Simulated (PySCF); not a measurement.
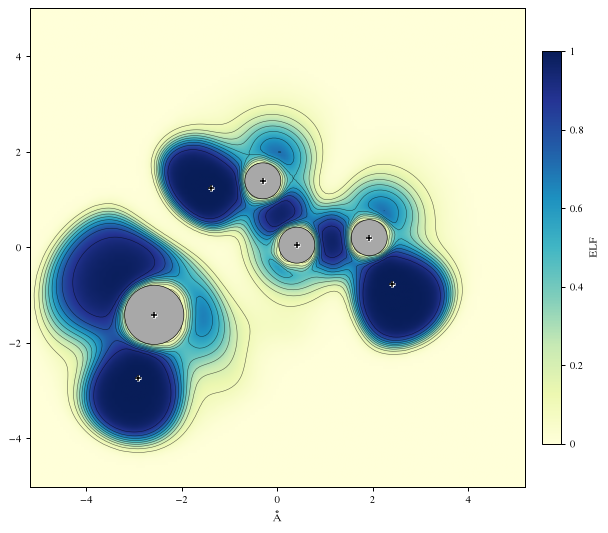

The ELF on a plane through atoms (crosses mark nuclei in the plane; grey discs cover the cores).

Theory: PySCF, PBE0/pcSseg-1, SCF density, gas phase, non-relativistic.

Candidates:
A. C$_{2}$H$_{9}$NSi (SMILES [H][Si]([H])([H])N(C)C)
B. C$_{3}$H$_{10}$BOP (SMILES CC(C)OBP)

Which candidate gave the map?

Candidate B: C$_{3}$H$_{10}$BOP on the plane of atoms C2, C1 and H9, which holds C, P and H. C–C (1.53 Å): the ELF peaks at about 0.95 between the atoms; localised, covalent bonding.
